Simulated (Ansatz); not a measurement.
# CH4BFO: what the fields show

Input

```
crystal:
  periodic: [false, false, false]
  atoms:
    - { symbol: B, position_ang: [0.0, 0.0, 0.0] }
    - { symbol: C, position_ang: [0.0, 0.0, 1.6] }
    - { symbol: H, position_ang: [-0.9996, -0.3092, 1.9705] }
    - { symbol: H, position_ang: [0.7676, -0.7111, 1.9705] }
    - { symbol: H, position_ang: [0.232, 1.0203, 1.9705] }
    - { symbol: O, position_ang: [1.2211, 0.0, -0.705] }
    - { symbol: H, position_ang: [1.5209, -0.9519, -0.8599] }
    - { symbol: F, position_ang: [-1.1431, 0.0, -0.66] }
basis:
  gaussian: { orbitals: def2-SVP }
hamiltonian:
  xc: pbe0
relax:
  f_tol: 0.02
  max_steps: 40
output:
  orbitals: {}
```

Command:

```sh
ansatz run input.yaml --threads 1 --pin off --max-ram 2048MiB --backend cpu --events-out ev --progress --plain --runs-dir out
```

The fields are those of the run's last geometry, not of the input's.

Theory: RKS PBE0/def2-SVP (Ansatz).

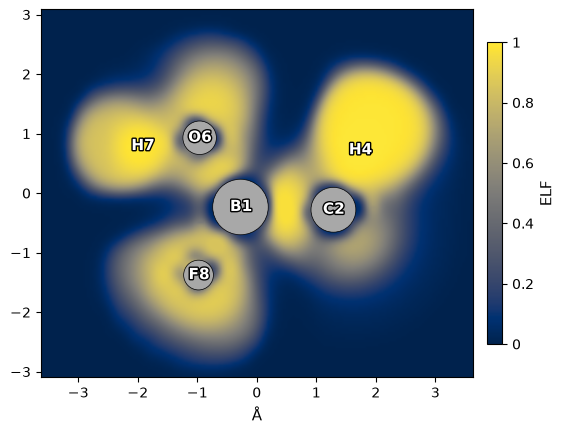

Figure 1. Electron localisation function on the plane of atoms O6, B1 and F8. Grey discs cover the atomic cores.

Interpret the plot.

The section cuts through B, C, H, O and F sites. B–F (1.34 Å): the ELF peaks at about 0.85 between the atoms: a shared but strongly polarised pair. B–O (1.35 Å): the ELF peaks at about 0.90 between the atoms, as expected for a short, strongly polar bond. C–B (1.56 Å): the ELF peaks at about 1 between the atoms: a shared electron pair. O–H (0.96 Å): the ELF climbs to about 1 towards the hydrogen, as it does in any bond to H (a covalent bond by its length). C–H (1.10 Å): the ELF climbs to about 1 towards the hydrogen; a covalent bond by its length. The ELF also peaks beside F8 and O6, away from the bonds: lone-pair regions.

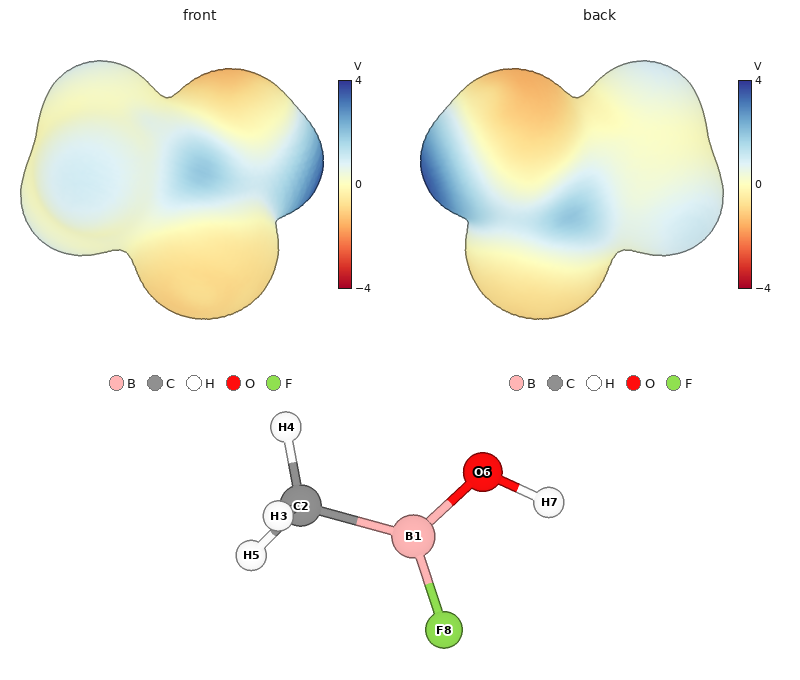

Figure 2. The electrostatic potential painted on the density surface at 0.004 e/bohr³, seen from the front and from behind; red is negative and blue positive. The bare structure is drawn below in the same view.

Describe the electrostatic potential map.

The most negative region (about −1.4 V) lies over O6, the most positive (about +3.4 V) over H7. O6 is the likeliest acceptor of a hydrogen bond.

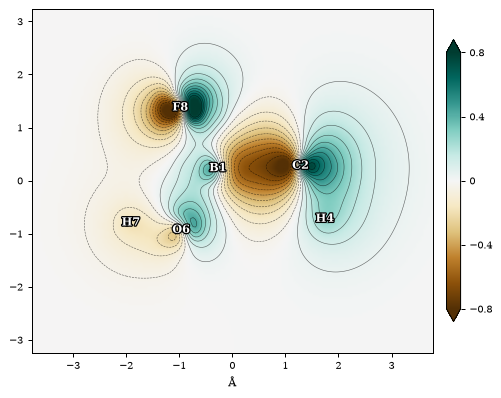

Figure 3. The HOMO on the plane of atoms C2, B1 and F8 (values in Å⁻³ᐟ²; the overall sign is arbitrary).

Describe this orbital and give its energy.

By Hirshfeld shares it lies mainly on C2 (about 40 %), B1 (about 20 %) and F8 (about 20 %). Its energy is −9.73 eV.
